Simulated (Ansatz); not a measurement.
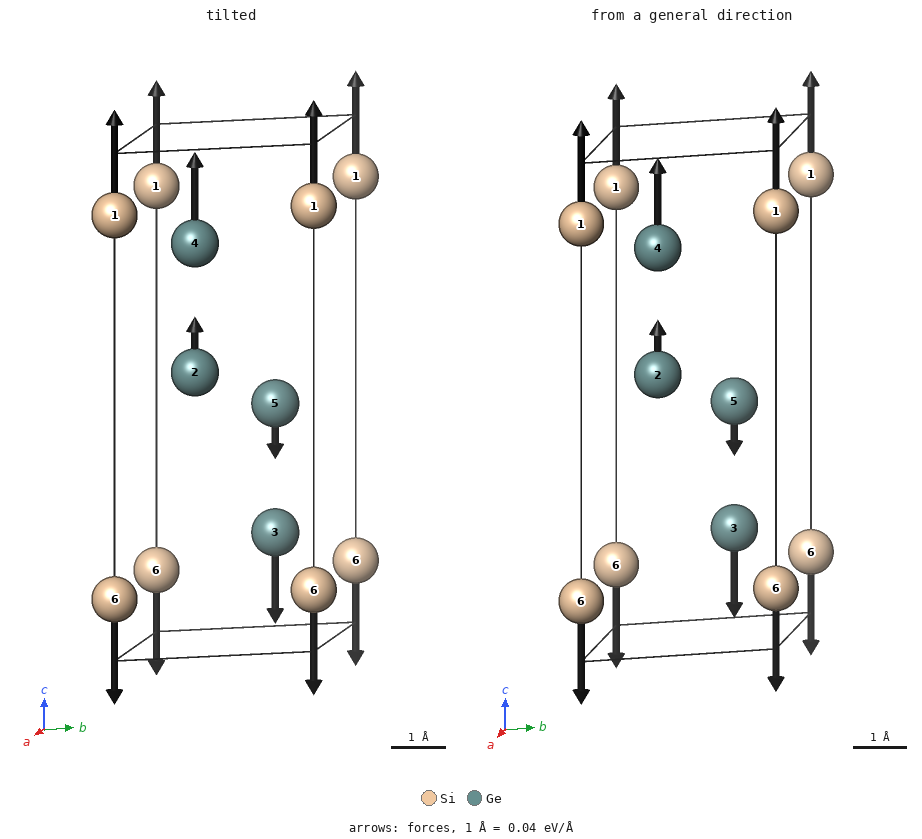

The image is a spheres-only drawing of a crystal, viewed slightly off an axis and from a general direction. The edges of the simulation cell are marked. The arrows are the computed forces on the atoms.

System: SiGe2. Level of theory and settings: DFT, PBE, plane waves, PAW in Ansatz, a cutoff energy of 420 eV, a 12×12×4 grid in reciprocal space, Fermi-Dirac smearing of 0.02 eV, no spin polarisation.

### Has this structure been optimised to equilibrium?

No. The atoms still feel forces of up to about 0.064 eV/Å, above a usual threshold of 0.01 to 0.03 eV/Å.

### Which atom feels the largest force?

Si1 and Si6, about 0.064 eV/Å.

### How do the mean forces compare between the elements?

Mean magnitudes: about Si 0.064 eV/Å, Ge 0.039 eV/Å.

Starting structure: a structure type filled with these elements by a generator (whether the compound takes this form wasn't checked). Earlier steps of the study, as a rule a relaxation of our own, may have changed the cell and positions, so they can lie some per cent off the listed ones. An electronic-structure calculation with Ansatz was run on it.
